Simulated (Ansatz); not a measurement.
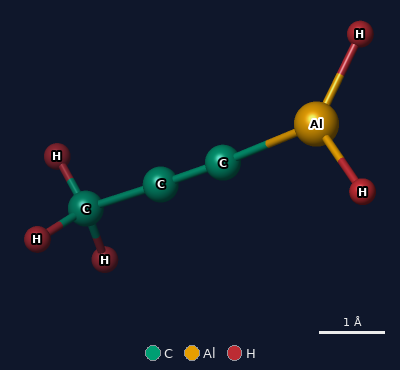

C$_{3}$H$_{5}$Al, before the relaxation. Style: ball-and-stick. Shown from a free direction.

The run prepares an end point of a later path (hydrogen shift) calculation, from a guessed geometry.

All numbers below come from RKS r2SCAN/def2-SVP in Ansatz.

Input
```yaml
crystal:
  periodic: [false, false, false]
  atoms:
    - { symbol: C, position_ang: [0.3873, 1.64, -1.0954] }
    - { symbol: C, position_ang: [0.0951, 0.4742, -0.3184] }
    - { symbol: C, position_ang: [-0.1317, -0.5165, 0.3193] }
    - { symbol: Al, position_ang: [-0.3431, -2.1091, 1.3769] }
    - { symbol: H, position_ang: [1.034, 2.3474, -0.5754] }
    - { symbol: H, position_ang: [0.7892, 1.4219, -2.0833] }
    - { symbol: H, position_ang: [-0.5959, 2.2126, -1.2772] }
    - { symbol: H, position_ang: [-0.3463, -3.5354, 0.6691] }
    - { symbol: H, position_ang: [-0.8002, -1.9814, 2.9673] }
basis:
  gaussian: { orbitals: def2-SVP }
hamiltonian:
  xc: r2scan
relax:
  f_tol: 0.02
  max_steps: 50
output:
  orbitals: {}
```

Launched with:
```bash
ansatz run input.yaml --threads 2 --pin off --max-ram 3072MiB --backend cpu --events-out ev --progress --plain --runs-dir out
```

**What does the optimiser find from here?**

The atom that moves furthest after the best rigid fit is Al4 (0.076 Å). Largest moves by element: Al 0.076 Å, H 0.062 Å, C 0.052 Å. Some distances before and after: Al4–H9 1.660 → 1.586 Å, C1–H7 1.152 → 1.102 Å, C2–C3 1.200 → 1.230 Å, C3–Al4 1.923 → 1.901 Å. Among the angles between lasting bonds that change: C2–C3–Al4 175.3° → 179.9°, H5–C1–H7 105.0° → 107.5°, C2–C1–H6 113.9° → 111.5°. Over 7 geometry steps the energy falls by 3.98 kcal/mol. Largest force component: 3 eV/Å at the start, 0.0029 eV/Å at the end. The run took 20 s on 2 threads of AMD EPYC 7R13 Processor (Zen 3), on a shared host, peak memory 0.16 GiB.

History of the run:

```json
{"step": "0", "E − E(0), kcal/mol": "0.00", "largest force component, eV/Å": "2.9858"}
{"step": "1", "E − E(0), kcal/mol": "-3.62", "largest force component, eV/Å": "0.6414"}
{"step": "2", "E − E(0), kcal/mol": "-3.93", "largest force component, eV/Å": "0.1954"}
{"step": "3", "E − E(0), kcal/mol": "-3.95", "largest force component, eV/Å": "0.0620"}
{"step": "4", "E − E(0), kcal/mol": "-3.96", "largest force component, eV/Å": "0.0408"}
{"step": "5", "E − E(0), kcal/mol": "-3.98", "largest force component, eV/Å": "0.0213"}
{"step": "6", "E − E(0), kcal/mol": "-3.98", "largest force component, eV/Å": "0.0272"}
{"step": "7", "E − E(0), kcal/mol": "-3.98", "largest force component, eV/Å": "0.0029"}
```

Final geometry:

```xyz
9

C     0.3518    1.6641   -1.1003
C     0.1084    0.4684   -0.3165
C    -0.0999   -0.5443    0.3502
Al   -0.4186   -2.1099    1.3804
H     1.0308    2.3533   -0.5722
H     0.8034    1.4223   -2.0761
H    -0.5895    2.2058   -1.2898
H    -0.3423   -3.5324    0.6832
H    -0.7558   -1.9735    2.9241
```

After the run, drawn alike:

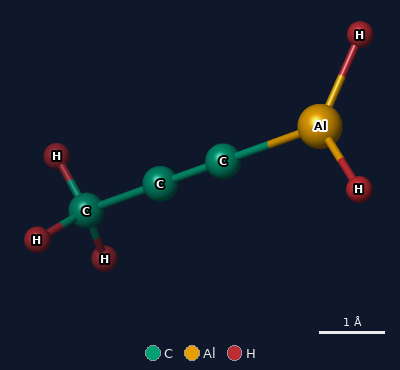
